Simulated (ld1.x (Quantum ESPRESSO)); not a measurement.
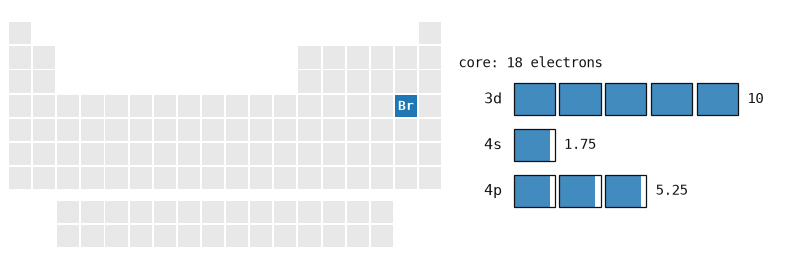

Left, the place of bromine in the periodic table; right, the valence shells of the reference configuration: a box for each of the 2l + 1 orbitals, shaded by the share of the shell that is filled, with the electron count at the right.

# Br: pseudopotential generation (part 1 of 2)

- system: bromine (Br, Z = 35), core [Ar], reference valence 3d10 4s1.75 4p5.25, valence charge 17.
- method: TM potential, PBE, scalar-relativistic, made with ld1.x (Quantum ESPRESSO) 7.5

Input file:
```
 &input
   title='Br', zed=35., rel=1, dft='PBE', iswitch=3,
   config='[Ar] 3d10 4s1.75 4p5.25',
   nld=3, rlderiv=1.30, eminld=-7.0, emaxld=5.0, deld=0.02
 /
 &inputp
   pseudotype=2, tm=.true., lloc=1,
   nlcc=.true., new_core_ps=.true.,
   file_pseudopw='Br.UPF', file_wfcaegen='ae.wfc', file_wfcncgen='nc.wfc', file_beta='beta', file_chi='chi'
 /
3
4S  1  0   1.75   0.00  1.05  1.05  0.0
3D  3  2  10.00   0.00  1.05  1.05  0.0
4P  2  1   5.25   0.00  1.20  1.20  0.0
 &test
   configts(1)='3d10 4s1.75 4p5.25'
 /
```

Input of the test run:
```
 &input
   title='Br', zed=35., rel=1, dft='PBE', iswitch=2,
   config='[Ar] 3d10 4s1.75 4p5.25'
 /
 &test
   file_pseudo='Br.UPF', nconf=8,
   configts(1)='3d10 4s1.75 4p5.25',
   configts(2)='3d10 4s2 4p5',
   configts(3)='3d10 4s2 4p4',
   configts(4)='3d10 4s2 4p3',
   configts(5)='3d10 4s1 4p5',
   configts(6)='3d9 4s2 4p5',
   configts(7)='3d10 4s2 4p5.3',
   configts(8)='3d10 4s2 4p1'
 /
```

Command:
```bash
ld1.x < Br.in > Br.out
```

The program's output:
```
     Program LD1 v.7.5
     --------------------------- All-electron run ----------------------------

     Br
     scalar relativistic calculation

     atomic number is 35.00
     dft =PBE   lsd =0 sic =0 latt =0  beta=0.20 tr2=1.0E-14
     Exchange-correlation= PBE
                           (   1   4   3   4   0   0   0)
     mesh =1213 r(mesh) =  98.95369 a.u. xmin = -7.00 dx = 0.01250
     1 Ry =  13.60569312 eV, c = 137.03599908

     n l     nl                  e(Ry)          e(Ha)          e(eV)
     1 0     1S 1( 2.00)      -978.8945      -489.4472    -13318.5380
     2 0     2S 1( 2.00)      -127.4099       -63.7050     -1733.5001
     2 1     2P 1( 6.00)      -112.3762       -56.1881     -1528.9556
     3 0     3S 1( 2.00)       -17.5278        -8.7639      -238.4776
     3 1     3P 1( 6.00)       -12.7809        -6.3904      -173.8925
     3 2     3D 1(10.00)        -4.9326        -2.4663       -67.1111
     4 0     4S 1( 1.75)        -1.4947        -0.7474       -20.3365
     4 1     4P 1( 5.25)        -0.5889        -0.2945        -8.0125

     final scf error:  1.0E-14 reached in  35 iterations

     Etot =   -5212.603557 Ry,   -2606.301778 Ha,  -70921.084364 eV

     Ekin =    5325.372720 Ry,    2662.686360 Ha,   72455.386997 eV
     Encl =  -12568.317281 Ry,   -6284.158641 Ha, -171000.668005 eV
     Eh   =    2214.493521 Ry,    1107.246760 Ha,   30129.719266 eV
     Exc  =    -184.152516 Ry,     -92.076258 Ha,   -2505.522622 eV

     normalization and overlap integrals

     s(1S/1S) =  1.000000  <r> =   0.0427  <r2> =    0.0025  r(max) =   0.0279
     s(2S/2S) =  1.000000  <r> =   0.1895  <r2> =    0.0424  r(max) =   0.1584
     s(2P/2P) =  1.000000  <r> =   0.1654  <r2> =    0.0335  r(max) =   0.1280
     s(3S/3S) =  1.000000  <r> =   0.5514  <r2> =    0.3498  r(max) =   0.4817
     s(3P/3P) =  1.000000  <r> =   0.5641  <r2> =    0.3727  r(max) =   0.4817
     s(3D/3D) =  1.000000  <r> =   0.5902  <r2> =    0.4323  r(max) =   0.4305
     s(4S/4S) =  1.000000  <r> =   1.6716  <r2> =    3.2076  r(max) =   1.4115
     s(4P/4P) =  1.000000  <r> =   2.0961  <r2> =    5.1845  r(max) =   1.6606

     ------------------------ End of All-electron run ------------------------

     --------------------- Generating NC pseudopotential ---------------------

      Generating local pot.: lloc=1, matching radius rcloc =   1.2000

      Computing core charge for nlcc:

       r > 0.25 : true rho core
      Core charge pseudized with two Bessel functions
      Integrated core pseudo-charge :  15.45

      Wfc   4S  rcut= 1.046  Using Troullier-Martins method

      Wfc   3D  rcut= 1.046  Using Troullier-Martins method

     ------------------- End of pseudopotential generation -------------------

     --------------------------- All-electron run ----------------------------

     Br
     scalar relativistic calculation

     atomic number is 35.00
     dft =PBE   lsd =0 sic =0 latt =0  beta=0.20 tr2=1.0E-14
     Exchange-correlation= PBE
                           (   1   4   3   4   0   0   0)
     mesh =1213 r(mesh) =  98.95369 a.u. xmin = -7.00 dx = 0.01250
     1 Ry =  13.60569312 eV, c = 137.03599908

     n l     nl                  e(Ry)          e(Ha)          e(eV)
     1 0     1S 1( 2.00)      -978.8945      -489.4472    -13318.5380
     2 0     2S 1( 2.00)      -127.4099       -63.7050     -1733.5001
     2 1     2P 1( 6.00)      -112.3762       -56.1881     -1528.9556
     3 0     3S 1( 2.00)       -17.5278        -8.7639      -238.4776
     3 1     3P 1( 6.00)       -12.7809        -6.3904      -173.8925
     3 2     3D 1(10.00)        -4.9326        -2.4663       -67.1111
     4 0     4S 1( 1.75)        -1.4947        -0.7474       -20.3365
     4 1     4P 1( 5.25)        -0.5889        -0.2945        -8.0125

     final scf error:  1.0E-14 reached in  35 iterations

     Etot =   -5212.603557 Ry,   -2606.301778 Ha,  -70921.084364 eV

     Ekin =    5325.372720 Ry,    2662.686360 Ha,   72455.386997 eV
     Encl =  -12568.317281 Ry,   -6284.158641 Ha, -171000.668005 eV
     Eh   =    2214.493521 Ry,    1107.246760 Ha,   30129.719266 eV
     Exc  =    -184.152516 Ry,     -92.076258 Ha,   -2505.522622 eV

     normalization and overlap integrals

     s(1S/1S) =  1.000000  <r> =   0.0427  <r2> =    0.0025  r(max) =   0.0279
     s(2S/2S) =  1.000000  <r> =   0.1895  <r2> =    0.0424  r(max) =   0.1584
     s(2P/2P) =  1.000000  <r> =   0.1654  <r2> =    0.0335  r(max) =   0.1280
     s(3S/3S) =  1.000000  <r> =   0.5514  <r2> =    0.3498  r(max) =   0.4817
     s(3P/3P) =  1.000000  <r> =   0.5641  <r2> =    0.3727  r(max) =   0.4817
     s(3D/3D) =  1.000000  <r> =   0.5902  <r2> =    0.4323  r(max) =   0.4305
     s(4S/4S) =  1.000000  <r> =   1.6716  <r2> =    3.2076  r(max) =   1.4115
     s(4P/4P) =  1.000000  <r> =   2.0961  <r2> =    5.1845  r(max) =   1.6606

     ------------------------ End of All-electron run ------------------------

     Computing logarithmic derivative in   1.30138

       Warning: n=3, l=2 expected 0 nodes, found 1
       Setting wfc to zero for this iteration
       (This warning will only be printed once per wavefunction)

     Computing logarithmic derivative in   1.30138
     Computing the partial wave expansion
     R is outside the sphere for l=    0 j= 0.00
       no projector for channel:   1
     R is outside the sphere for l=    2 j= 0.00

     ---------------------- Testing the pseudopotential ----------------------

     Br
     scalar relativistic calculation

     atomic number is 35.00   valence charge is 17.00
     dft =PBE   lsd =0 sic =0 latt =0  beta=0.20 tr2=1.0E-14
     mesh =1213 r(mesh) =  98.95369 xmin = -7.00 dx = 0.01250

     n l     nl             e AE (Ry)        e PS (Ry)    De AE-PS (Ry)
     3 2     3D   1(10.00)       -4.93258       -4.93260        0.00002
     1 0     4S   1( 1.75)       -1.49471       -1.49468       -0.00003
     2 1     4P   1( 5.25)       -0.58891       -0.58889       -0.00002

     eps = 6.4E-15  iter = 17

     Etot =   -5212.603557 Ry,   -2606.301778 Ha,  -70921.084364 eV
     Etotps =  -381.342092 Ry,    -190.671046 Ha,   -5188.423478 eV

     Ekin =     333.471493 Ry,     166.735746 Ha,    4537.110798 eV
     Encl =    -569.700303 Ry,    -284.850152 Ha,   -7751.167500 eV
     Ehrt =     251.494210 Ry,     125.747105 Ha,    3421.753045 eV
     Ecxc =    -122.157633 Ry,     -61.078817 Ha,   -1662.039268 eV
     (Ecc =     -80.239009 Ry,     -40.119505 Ha,   -1091.707339 eV)
     Epseu=    -274.449859 Ry,    -137.224929 Ha,   -3734.080554 eV

     ---------------------- End of pseudopotential test ----------------------
```

Output of the test run (extracts):
```
     ---------------------- Testing the pseudopotential ----------------------

     Br
     scalar relativistic calculation

     atomic number is 35.00   valence charge is 17.00
     dft =PBE   lsd =0 sic =0 latt =0  beta=0.20 tr2=1.0E-14
     mesh =1213 r(mesh) =  98.95369 xmin = -7.00 dx = 0.01250

     n l     nl             e AE (Ry)        e PS (Ry)    De AE-PS (Ry)
     3 2     3D   1(10.00)       -4.93258       -4.93260        0.00002
     1 0     4S   1( 1.75)       -1.49471       -1.49468       -0.00003
     2 1     4P   1( 5.25)       -0.58891       -0.58889       -0.00002

     eps = 3.7E-15  iter = 17

     Etot =   -5212.603556 Ry,   -2606.301778 Ha,  -70921.084358 eV
     Etotps =  -381.342092 Ry,    -190.671046 Ha,   -5188.423473 eV

     Ekin =     333.471494 Ry,     166.735747 Ha,    4537.110806 eV
     Encl =    -569.700303 Ry,    -284.850152 Ha,   -7751.167496 eV
     Ehrt =     251.494210 Ry,     125.747105 Ha,    3421.753041 eV
     Ecxc =    -122.157633 Ry,     -61.078817 Ha,   -1662.039268 eV
     (Ecc =     -80.239009 Ry,     -40.119505 Ha,   -1091.707339 eV)
     Epseu=    -274.449859 Ry,    -137.224929 Ha,   -3734.080556 eV

     ---------------------- End of pseudopotential test ----------------------

     ---------------------- Testing the pseudopotential ----------------------

     Br
     scalar relativistic calculation

     atomic number is 35.00   valence charge is 17.00
     dft =PBE   lsd =0 sic =0 latt =0  beta=0.20 tr2=1.0E-14
     mesh =1213 r(mesh) =  98.95369 xmin = -7.00 dx = 0.01250

     n l     nl             e AE (Ry)        e PS (Ry)    De AE-PS (Ry)
     3 2     3D   1(10.00)       -4.90371       -4.90159       -0.00212
     1 0     4S   1( 2.00)       -1.47984       -1.47983       -0.00001
     2 1     4P   1( 5.00)       -0.57767       -0.57775        0.00008

     eps = 7.2E-16  iter = 16

     Etot =   -5212.829535 Ry,   -2606.414768 Ha,  -70924.158959 eV
     Etotps =  -381.568076 Ry,    -190.784038 Ha,   -5191.498145 eV
     dEtot_ae =      -0.225979 Ry
     dEtot_ps =      -0.225984 Ry,   Delta E=       0.000005 Ry

     Ekin =     333.235726 Ry,     166.617863 Ha,    4533.903026 eV
     Encl =    -570.189704 Ry,    -285.094852 Ha,   -7757.826133 eV
     Ehrt =     251.895837 Ry,     125.947919 Ha,    3427.217458 eV
     Ecxc =    -122.194299 Ry,     -61.097149 Ha,   -1662.538127 eV
     (Ecc =     -80.239009 Ry,     -40.119505 Ha,   -1091.707339 eV)
     Epseu=    -274.315636 Ry,    -137.157818 Ha,   -3732.254369 eV

     ---------------------- End of pseudopotential test ----------------------

     ---------------------- Testing the pseudopotential ----------------------

     Br
     scalar relativistic calculation

     atomic number is 35.00   valence charge is 17.00
     dft =PBE   lsd =0 sic =0 latt =0  beta=0.20 tr2=1.0E-14
     mesh =1213 r(mesh) =  98.95369 xmin = -7.00 dx = 0.01250

     n l     nl             e AE (Ry)        e PS (Ry)    De AE-PS (Ry)
     3 2     3D   1(10.00)       -5.72681       -5.71635       -0.01046  !
     1 0     4S   1( 2.00)       -2.23398       -2.23289       -0.00109
     2 1     4P   1( 4.00)       -1.28406       -1.28354       -0.00052

     eps = 6.5E-15  iter = 11

     Etot =   -5211.906836 Ry,   -2605.953418 Ha,  -70911.604995 eV
     Etotps =  -380.645394 Ry,    -190.322697 Ha,   -5178.944424 eV
     dEtot_ae =       0.696720 Ry
     dEtot_ps =       0.696697 Ry,   Delta E=       0.000023 Ry

     Ekin =     332.799751 Ry,     166.399875 Ha,    4527.971283 eV
     Encl =    -556.393898 Ry,    -278.196949 Ha,   -7570.124627 eV
     Ehrt =     238.874155 Ry,     119.437078 Ha,    3250.048454 eV
     Ecxc =    -121.560064 Ry,     -60.780032 Ha,   -1653.908925 eV
     (Ecc =     -80.239009 Ry,     -40.119505 Ha,   -1091.707339 eV)
     Epseu=    -274.365339 Ry,    -137.182670 Ha,   -3732.930608 eV

     ---------------------- End of pseudopotential test ----------------------

     ---------------------- Testing the pseudopotential ----------------------

     Br
     scalar relativistic calculation

     atomic number is 35.00   valence charge is 17.00
     dft =PBE   lsd =0 sic =0 latt =0  beta=0.20 tr2=1.0E-14
     mesh =1213 r(mesh) =  98.95369 xmin = -7.00 dx = 0.01250

     n l     nl             e AE (Ry)        e PS (Ry)    De AE-PS (Ry)
     3 2     3D   1(10.00)       -6.67274       -6.65109       -0.02165  !
     1 0     4S   1( 2.00)       -3.07502       -3.07232       -0.00270
     2 1     4P   1( 3.00)       -2.07453       -2.07309       -0.00143

     eps = 1.7E-15  iter = 11

     Etot =   -5210.233974 Ry,   -2605.116987 Ha,  -70888.844544 eV
     Etotps =  -378.973221 Ry,    -189.486611 Ha,   -5156.193348 eV
     dEtot_ae =       2.369583 Ry
     dEtot_ps =       2.368871 Ry,   Delta E=       0.000712 Ry

     Ekin =     332.172911 Ry,     166.086455 Ha,    4519.442687 eV
     Encl =    -540.664631 Ry,    -270.332315 Ha,   -7356.117046 eV
     Ehrt =     224.862394 Ry,     112.431197 Ha,    3059.408731 eV
     Ecxc =    -120.835234 Ry,     -60.417617 Ha,   -1644.047118 eV
     (Ecc =     -80.239009 Ry,     -40.119505 Ha,   -1091.707339 eV)
     Epseu=    -274.508661 Ry,    -137.254331 Ha,   -3734.880602 eV

     ---------------------- End of pseudopotential test ----------------------

     ---------------------- Testing the pseudopotential ----------------------

     Br
     scalar relativistic calculation

     atomic number is 35.00   valence charge is 17.00
     dft =PBE   lsd =0 sic =0 latt =0  beta=0.20 tr2=1.0E-14
     mesh =1213 r(mesh) =  98.95369 xmin = -7.00 dx = 0.01250

     n l     nl             e AE (Ry)        e PS (Ry)    De AE-PS (Ry)
     3 2     3D   1(10.00)       -5.84170       -5.83980       -0.00189
     1 0     4S   1( 1.00)       -2.29409       -2.29266       -0.00143
     2 1     4P   1( 5.00)       -1.33246       -1.33132       -0.00113

     eps = 7.7E-15  iter = 15

     Etot =   -5210.951055 Ry,   -2605.475528 Ha,  -70898.600937 eV
     Etotps =  -379.689996 Ry,    -189.844998 Ha,   -5165.945561 eV
     dEtot_ae =       1.652501 Ry
     dEtot_ps =       1.652096 Ry,   Delta E=       0.000405 Ry

     Ekin =     333.785337 Ry,     166.892668 Ha,    4541.380859 eV
     Encl =    -554.442448 Ry,    -277.221224 Ha,   -7543.573799 eV
     Ehrt =     237.308728 Ry,     118.654364 Ha,    3228.749723 eV
     Ecxc =    -121.408282 Ry,     -60.704141 Ha,   -1651.843828 eV
     (Ecc =     -80.239009 Ry,     -40.119505 Ha,   -1091.707339 eV)
     Epseu=    -274.933330 Ry,    -137.466665 Ha,   -3740.658516 eV

     ---------------------- End of pseudopotential test ----------------------
```

(Continued in part 2.) Outcome of the run: generated; ld1.x warns of wrong node counts.
